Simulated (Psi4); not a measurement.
**OMP2/cc-pVDZ (density fitting for correlation) run of C3H4AlF (SMILES C#[C][Al]([CH3])[F])**

Aim: the energy change on altering one bond length of C3H4AlF at OMP2/cc-pVDZ (density fitting for correlation), from 2 runs. 

The results are computed with Psi4 1.11.

9 further runs of the same task are left out: 7 that didn't finish, 2 set aside as unsound or not needed.

## (1) The system as given

C3H4AlF has 9 atoms, charge 0, and is taken as a singlet. As SMILES, `C#[C][Al]([CH3])[F]`. Geometry: relaxed at PBE0-D4/def2-TZVP.

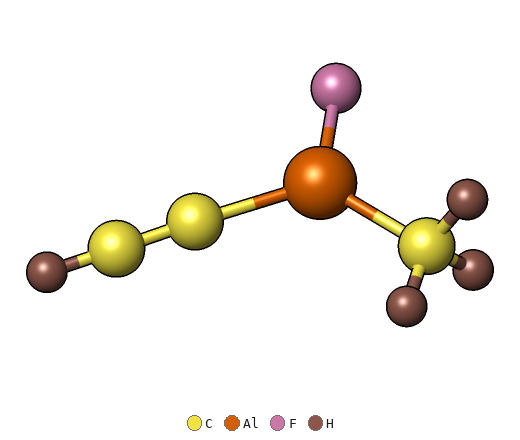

Viewed from a chosen angle; carbon yellow, aluminium orange, fluorine pink, hydrogen brown.

## (2) A single-point energy at OMP2/cc-pVDZ (density fitting for correlation)

c3h4alf.inp

```
memory 1600 mb

molecule molecule1 {
  C      0.214800     2.769900     0.344200
  C      0.305500     1.631300    -0.055000
  Al     0.406600    -0.178300    -0.626600
  C     -0.438400    -1.662200     0.274100
  F      1.286200    -0.460300    -1.993400
  H      0.139200     3.776200     0.690400
  H     -1.159600    -2.156900    -0.383600
  H      0.298900    -2.419800     0.555700
  H     -0.964600    -1.346100     1.177300
  symmetry c1
}

set reference rhf
set puream true
set e_convergence 1e-09
set d_convergence 1e-08
set scf_type pk
set num_frozen_docc 9

energy_value, wavefunction = energy("omp2/cc-pVDZ", return_wfn=True)
print_variables()
```

The run is started by

```bash
$ psi4 -n 1 c3h4alf.inp c3h4alf.out
```

c3h4alf.out:

```text
[...]
  Running in c1 symmetry.
[...]
  Nuclear repulsion =  179.125009427369434
[...]
  Multiplicity = 1
[...]
  Nalpha       = 22
  Nbeta        = 22
[...]
    Number of basis functions: 94
[...]
   @RHF iter   1:  -457.18685125507824   -1.50986e+00   5.75967e-03 ADIIS/DIIS
[...]
   @RHF iter  13:  -457.33459398296208   -4.43379e-12   3.19189e-09 DIIS
[...]
    Orbital Energies [Eh]
    ---------------------
    Doubly Occupied:
       1A    -58.504637     2A    -26.248640     3A    -11.251368
       4A    -11.217380     5A    -11.213506     6A     -4.920345
       7A     -3.235811     8A     -3.235143     9A     -3.232780
      10A     -1.533206    11A     -1.021087    12A     -0.934998
      13A     -0.739326    14A     -0.668143    15A     -0.618195
      16A     -0.610591    17A     -0.578174    18A     -0.551252
      19A     -0.550176    20A     -0.446861    21A     -0.404869
      22A     -0.401692
[...]
  @RHF Final Energy:  -457.33459398296208
   => Energetics <=
    Nuclear Repulsion Energy =            179.1250094273694344
    One-Electron Energy =                -988.6828409450761228
    Two-Electron Energy =                 352.2232375347446691
    Total Energy =                       -457.3345939829620761
[...]
 Multipole Moments:
 ------------------------------------------------------------------------------------
     Multipole            Electronic (a.u.)      Nuclear  (a.u.)        Total (a.u.)
 ------------------------------------------------------------------------------------
 L = 1.  Multiply by 2.5417464519 to convert [e a0] to [Debye]
 Dipole X            :          3.4419060           -3.9289762           -0.4870703
 Dipole Y            :          1.9167981           -1.7874409            0.1293572
 Dipole Z            :         -4.6282461            5.3780094            0.7497633
 Magnitude           :                                                    0.9033913
[...]
	Warning: cc_lambda option is changed to TRUE
	For this residual convergence, default PCG convergence is:     1.00e-07
[...]
	DF-MP2 Total Energy (a.u.)         :  -457.97260274540042
[...]
	DF-MP2 Total Energy (a.u.)         :  -457.98083712252219
[...]
	DF-OMP2 Total Energy (a.u.)        :  -457.98083712252418
[...]
```

Run time: 56 s. Hardware: 1 thread of Intel Xeon Platinum 8259CL at 2.50GHz (Skylake/Cascade Lake), shared host; peak memory 0.44 GiB.

## (3) The distorted shape, same level

c3h4alf.json

```json
{
  "schema_name": "qcschema_input",
  "schema_version": 1,
  "molecule": {
    "schema_name": "qcschema_molecule",
    "schema_version": 2,
    "symbols": ["C", "C", "Al", "C", "F", "H", "H", "H", "H"],
    "geometry": [-0.70868887, 6.37964359, 0.22473946, -0.53729071, 4.22800142, -0.52963921, -0.3462394, 0.80835303, -1.60980666, -1.94305798, -1.99581157, 0.09226966, 1.3159637, 0.27545026, -4.19268433, -0.85155217, 8.28127499, 0.87896264, -3.30592846, -2.93065908, -1.15060321, 0.56483914, -4.57275928, 1.05012081, -2.93743186, -1.39846914, 1.79907029],
    "molecular_charge": 0,
    "molecular_multiplicity": 1,
    "fix_symmetry": "c1",
    "fix_com": true,
    "fix_orientation": true
  },
  "driver": "energy",
  "model": {
    "method": "omp2",
    "basis": "cc-pVDZ"
  },
  "keywords": {
    "puream": true,
    "e_convergence": 1e-09,
    "d_convergence": 1e-08,
    "scf_type": "pk",
    "num_frozen_docc": 9
  }
}
```

The run is started by

```bash
$ psi4 --qcschema c3h4alf.json -n 1 --memory 1600MB
```

stdout:

```text
[...]
  Running in c1 symmetry.
[...]
  Nuclear repulsion =  176.735255214876361
[...]
  Multiplicity = 1
[...]
  Nalpha       = 22
  Nbeta        = 22
[...]
    Number of basis functions: 94
[...]
   @RHF iter   1:  -456.99630220324349   -1.65978e+00   5.99407e-03 ADIIS/DIIS
[...]
   @RHF iter  14:  -457.19577009209496   -8.75389e-12   5.09000e-09 DIIS
[...]
    Orbital Energies [Eh]
    ---------------------
    Doubly Occupied:
       1A    -58.518020     2A    -26.251845     3A    -11.286599
       4A    -11.258527     5A    -11.224667     6A     -4.932700
       7A     -3.248380     8A     -3.247730     9A     -3.245333
      10A     -1.536129    11A     -1.027593    12A     -0.917283
      13A     -0.745293    14A     -0.671758    15A     -0.621811
      16A     -0.613287    17A     -0.586816    18A     -0.573829
      19A     -0.483630    20A     -0.412528    21A     -0.410340
      22A     -0.383106
[...]
  @RHF Final Energy:  -457.19577009209496
   => Energetics <=
    Nuclear Repulsion Energy =            176.7352552148763607
    One-Electron Energy =                -983.4676450410574944
    Two-Electron Energy =                 349.5366197340861731
    Total Energy =                       -457.1957700920949605
[...]
 Multipole Moments:
 ------------------------------------------------------------------------------------
     Multipole            Electronic (a.u.)      Nuclear  (a.u.)        Total (a.u.)
 ------------------------------------------------------------------------------------
 L = 1.  Multiply by 2.5417464519 to convert [e a0] to [Debye]
 Dipole X            :         17.4989818          -18.3217376           -0.8227558
 Dipole Y            :        -63.5092564           64.0380299            0.5287734
 Dipole Z            :         57.9886622          -57.3598756            0.6287866
 Magnitude           :                                                    1.1627128
[...]
	Warning: cc_lambda option is changed to TRUE
	For this residual convergence, default PCG convergence is:     1.00e-07
[...]
	DF-MP2 Total Energy (a.u.)         :  -457.84331034167235
[...]
	DF-MP2 Total Energy (a.u.)         :  -457.85453391389808
[...]
	DF-OMP2 Total Energy (a.u.)        :  -457.85453391389018
[...]
```

The result, in JSON:

```text
{
 "driver": "energy",
 "model": {
  "method": "omp2",
  "basis": "cc-pVDZ"
 },
 "success": true,
 "return_result": -457.8545339138902,
 "properties": {
  "calcinfo_nbasis": 94,
  "calcinfo_nmo": 94,
  "calcinfo_nalpha": 22,
  "calcinfo_nbeta": 22,
  "calcinfo_natom": 9,
  "nuclear_repulsion_energy": 176.73525521487636,
  "return_energy": -457.8545339138902,
  "scf_one_electron_energy": -983.4676450410575,
  "scf_two_electron_energy": 349.5366197340862,
  "scf_dipole_moment": [-0.8227558168664046, 0.5287734382914806, 0.6287866048101023],
  "scf_total_energy": -457.19577009209496,
  "scf_iterations": 14,
  "mp2_singles_energy": 0.0,
  "mp2_doubles_energy": -0.6475402495773683,
  "mp2_correlation_energy": -0.6475402495773892,
  "mp2_total_energy": -457.84331034167235
 }
}
```

It took 46 s on 1 thread of Intel Xeon Platinum 8259CL at 2.50GHz (Skylake/Cascade Lake), shared host; peak memory 0.44 GiB.

## (4) Summary of results

At OMP2/cc-pVDZ (density fitting for correlation), 9 core orbitals frozen:

| quantity | value |
| --- | --- |
| first shape: total energy | -457.98084 Eh |
| first shape: HOMO energy (Hartree–Fock orbitals) | -10.93 eV |
| first shape: LUMO energy (Hartree–Fock orbitals) | 1.85 eV |
| first shape: HOMO–LUMO gap (Hartree–Fock orbitals) | 12.78 eV |
| first shape: correlation energy (9 core orbitals frozen) | -646.2 mEh |
| distorted shape: total energy | -457.85453 Eh |
| distorted shape: HOMO energy (Hartree–Fock orbitals) | -10.42 eV |
| distorted shape: LUMO energy (Hartree–Fock orbitals) | 0.88 eV |
| distorted shape: HOMO–LUMO gap (Hartree–Fock orbitals) | 11.31 eV |
| distorted shape: correlation energy (9 core orbitals frozen) | -658.8 mEh |
| energy change with the C4–H8 bond stretched from 1.094 to 1.969 Å | 3.437 eV |

With the C4–H8 bond stretched from 1.094 to 1.969 Å the energy rises by 3.44 eV (79 kcal/mol). The first shape isn't relaxed at this level, so the change isn't measured from a minimum.
